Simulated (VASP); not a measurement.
Band structure of TlCl (relaxed from the zinc blende structure, space group F-43m). Computed with PBE GGA, VASP's PBE PAW potentials (set 64) (plane waves; VASP 6.6.1).

Unless said otherwise, spin-orbit coupling is left out, though it shifts the bands of the heavy elements here.

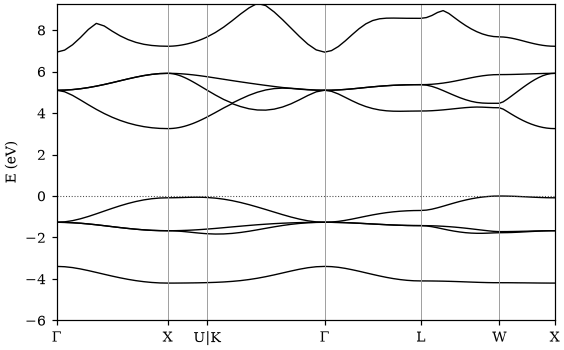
*Bands along high-symmetry lines, zero at the valence-band maximum or, without a gap, the Fermi level*

Q: Read the plot: is there a gap, and where are the band edges?

A: The gap is indirect, 3.25 eV, from the valence maximum at W to the conduction minimum at X. (Edges off the drawn lines would not show.)

The structure was generated: TlCl was put into the zinc blende type (F-43m), which need not be its known phase. It was relaxed first, which changed the volume by +100 %.
